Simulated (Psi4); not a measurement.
# BOF (fluoro(oxo)borane): DSD-PBEP86/cc-pVTZ (density fitting for correlation)

Aim: the vertical singlet–triplet gap of BOF (fluoro(oxo)borane) at DSD-PBEP86/cc-pVTZ (density fitting for correlation), from 2 runs. The job is set up through a QCSchema input.

The results are computed with Psi4 1.11.

**1. The structure to begin with**

The species is BOF (3 atoms), meant as a singlet with charge 0. SMILES: `O=BF`. The coordinates come from a PBE0-D4/def2-TZVP relaxation.

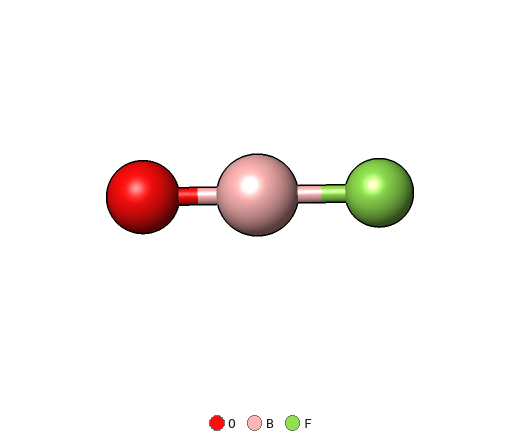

Viewed from a chosen angle; oxygen red, boron pink, fluorine green.

**2. A single-point energy at DSD-PBEP86/cc-pVTZ (density fitting for correlation)**

The input, job.json:

```json
{
 "schema_name": "qcschema_input",
 "schema_version": 1,
 "molecule": {
  "schema_name": "qcschema_molecule",
  "schema_version": 2,
  "symbols": ["O", "B", "F"],
  "geometry": [1.85778975, -1.06788423, 0.90687957, 0.03836144, -0.02192082, 0.01870829, -1.89615119, 1.08999403, -0.92558786],
  "molecular_charge": 0,
  "molecular_multiplicity": 1,
  "fix_symmetry": "c1"
 },
 "driver": "energy",
 "model": {
  "method": "dsd-pbep86",
  "basis": "cc-pVTZ"
 },
 "keywords": {
  "puream": true,
  "e_convergence": 1e-09,
  "d_convergence": 1e-08,
  "scf_type": "pk",
  "dft_radial_points": 99,
  "dft_spherical_points": 590,
  "num_frozen_docc": 3
 }
}
```

On the command line:

```sh
$ psi4 --qcschema job.json -n 1 --memory 1600MB
```

stdout:

```text
[...]
  Running in c1 symmetry.
[...]
  Nuclear repulsion =   51.438950188684615
[...]
  Multiplicity = 1
[...]
  Nalpha       = 11
  Nbeta        = 11
[...]
    Number of basis functions: 90
[...]
   @RKS iter   1:  -199.34938244027066   -7.90134e-01   7.24600e-03 DIIS/ADIIS
[...]
   @RKS iter  10:  -199.50052007216951   -1.66267e-11   8.38568e-09 DIIS
[...]
    Orbital Energies [Eh]
    ---------------------
    Doubly Occupied:
       1A    -25.827322     2A    -20.065725     3A     -7.408883
       4A     -1.569638     5A     -1.225225     6A     -0.775408
       7A     -0.689057     8A     -0.689057     9A     -0.567384
      10A     -0.471930    11A     -0.471930
[...]
  @RKS Final Energy:  -199.50052007216951
   => Energetics <=
    Nuclear Repulsion Energy =             51.4389501886846148
    One-Electron Energy =                -377.6559332067398600
    Two-Electron Energy =                 133.2952856084287987
    DFT Exchange-Correlation Energy =      -6.5788226625430504
    Empirical Dispersion Energy =           0.0000000000000000
    VV10 Nonlocal Energy =                  0.0000000000000000
    Total Energy =                       -199.5005200721695076
[...]
 Multipole Moments:
 ------------------------------------------------------------------------------------
     Multipole            Electronic (a.u.)      Nuclear  (a.u.)        Total (a.u.)
 ------------------------------------------------------------------------------------
 L = 1.  Multiply by 2.5417464519 to convert [e a0] to [Debye]
 Dipole X            :          0.0000288            0.0000155            0.0000443
 Dipole Y            :         -0.0000015           -0.0000008           -0.0000024
 Dipole Z            :         -1.9060414            1.0067641           -0.8992774
 Magnitude           :                                                    0.8992774
[...]
```

The result, in JSON:

```text
{
 "driver": "energy",
 "model": {
  "method": "dsd-pbep86",
  "basis": "cc-pVTZ"
 },
 "success": true,
 "return_result": -199.79803250301077,
 "properties": {
  "calcinfo_nbasis": 90,
  "calcinfo_nmo": 90,
  "calcinfo_nalpha": 11,
  "calcinfo_nbeta": 11,
  "calcinfo_natom": 3,
  "nuclear_repulsion_energy": 51.438950188684615,
  "return_energy": -199.79803250301077,
  "scf_one_electron_energy": -377.65593320673986,
  "scf_two_electron_energy": 133.2952856084288,
  "scf_xc_energy": -6.57882266254305,
  "scf_dipole_moment": [4.430189022533868e-05, -2.382718268517925e-06, -0.8992773504759262],
  "scf_total_energy": -199.5005200721695,
  "scf_iterations": 10
 }
}
```

Wall time 9 s (1 thread of AMD EPYC 7R43 (Zen 3), shared host); peak memory 0.72 GiB.

**3. The triplet at the same level**

The input, bfo.json:

```json
{
  "schema_name": "qcschema_input",
  "schema_version": 1,
  "molecule": {
    "schema_name": "qcschema_molecule",
    "schema_version": 2,
    "symbols": ["O", "B", "F"],
    "geometry": [1.85778975, -1.06788423, 0.90687957, 0.03836144, -0.02192082, 0.01870829, -1.89615119, 1.08999403, -0.92558786],
    "molecular_charge": 0,
    "molecular_multiplicity": 3,
    "fix_symmetry": "c1",
    "fix_com": true,
    "fix_orientation": true
  },
  "driver": "energy",
  "model": {
    "method": "dsd-pbep86",
    "basis": "cc-pVTZ"
  },
  "keywords": {
    "reference": "uks",
    "puream": true,
    "e_convergence": 1e-09,
    "d_convergence": 1e-08,
    "scf_type": "pk",
    "dft_radial_points": 99,
    "dft_spherical_points": 590,
    "num_frozen_docc": 3,
    "maxiter": 100
  }
}
```

On the command line:

```sh
$ psi4 --qcschema bfo.json -n 1 --memory 1600MB
```

stdout:

```text
[...]
  Running in c1 symmetry.
[...]
  Nuclear repulsion =   51.438950188684615
[...]
  Multiplicity = 3
[...]
  Nalpha       = 12
  Nbeta        = 10
[...]
    Number of basis functions: 90
[...]
   @UKS iter   1:  -199.18228746811641   -6.23039e-01   3.66752e-03 DIIS/ADIIS
[...]
   @UKS iter  20:  -199.23218176672606   -6.82121e-11   8.61899e-09 DIIS
[...]
   @S^2 Observed:                2.004129391E+00
[...]
    Orbital Energies [Eh]
    ---------------------
    Alpha Occupied:
       1A    -25.812186     2A    -20.239614     3A     -7.486760
       4A     -1.564551     5A     -1.434177     6A     -0.777040
       7A     -0.734315     8A     -0.729476     9A     -0.684708
      10A     -0.650732    11A     -0.611213    12A     -0.166280
    Alpha Virtual:
      13A      0.042526    14A      0.061523    15A      0.177395
      16A      0.221674    17A      0.231037    18A      0.310644
      19A      0.418574    20A      0.418687    21A      0.627517
      22A      0.664354    23A      0.694424    24A      0.698026
      25A      0.741506    26A      0.755161    27A      0.959115
[...]
  @UKS Final Energy:  -199.23218176672606
   => Energetics <=
    Nuclear Repulsion Energy =             51.4389501886846148
    One-Electron Energy =                -376.0955872761077217
    Two-Electron Energy =                 131.9761850796402030
    DFT Exchange-Correlation Energy =      -6.5517297589431474
    Empirical Dispersion Energy =           0.0000000000000000
    VV10 Nonlocal Energy =                  0.0000000000000000
    Total Energy =                       -199.2321817667260575
[...]
 Multipole Moments:
 ------------------------------------------------------------------------------------
     Multipole            Electronic (a.u.)      Nuclear  (a.u.)        Total (a.u.)
 ------------------------------------------------------------------------------------
 L = 1.  Multiply by 2.5417464519 to convert [e a0] to [Debye]
 Dipole X            :          2.2208240           -2.0112355            0.2095885
 Dipole Y            :         -1.2978439            1.1572683           -0.1405756
 Dipole Z            :          1.0891936           -0.9817127            0.1074809
 Magnitude           :                                                    0.2743009
[...]
```

The result, in JSON:

```text
{
 "driver": "energy",
 "model": {
  "method": "dsd-pbep86",
  "basis": "cc-pVTZ"
 },
 "success": true,
 "return_result": -199.50142877587433,
 "properties": {
  "calcinfo_nbasis": 90,
  "calcinfo_nmo": 90,
  "calcinfo_nalpha": 12,
  "calcinfo_nbeta": 10,
  "calcinfo_natom": 3,
  "nuclear_repulsion_energy": 51.438950188684615,
  "return_energy": -199.50142877587433,
  "scf_one_electron_energy": -376.0955872761077,
  "scf_two_electron_energy": 131.9761850796402,
  "scf_xc_energy": -6.551729758943147,
  "scf_dipole_moment": [0.20958850289676212, -0.14057559186453217, 0.10748091664837922],
  "scf_total_energy": -199.23218176672606,
  "scf_iterations": 20
 }
}
```

Run time: 20 s. Hardware: 1 thread of AMD EPYC 7R43 (Zen 3), shared host; peak memory 0.74 GiB.

**4. Outcome**

At DSD-PBEP86/cc-pVTZ (density fitting for correlation), 3 core orbitals frozen:

| quantity | value |
| --- | --- |
| singlet: total energy | -199.79803 Eh |
| singlet: HOMO energy (SCF part's orbitals) | -12.84 eV |
| singlet: LUMO energy (SCF part's orbitals) | 1.80 eV |
| singlet: HOMO–LUMO gap (SCF part's orbitals) | 14.64 eV |
| triplet: total energy | -199.50143 Eh |
| triplet: HOMO energy (SCF part's orbitals) (highest over α and β) | -4.52 eV |
| triplet: LUMO energy (SCF part's orbitals) (lowest over α and β) | -4.49 eV |
| triplet: ⟨S²⟩ | 2.004 |
| vertical energy of the triplet above the singlet | 8.071 eV |

**Reading.** At this shape the triplet lies 8.07 eV (779 kJ/mol) above the singlet.
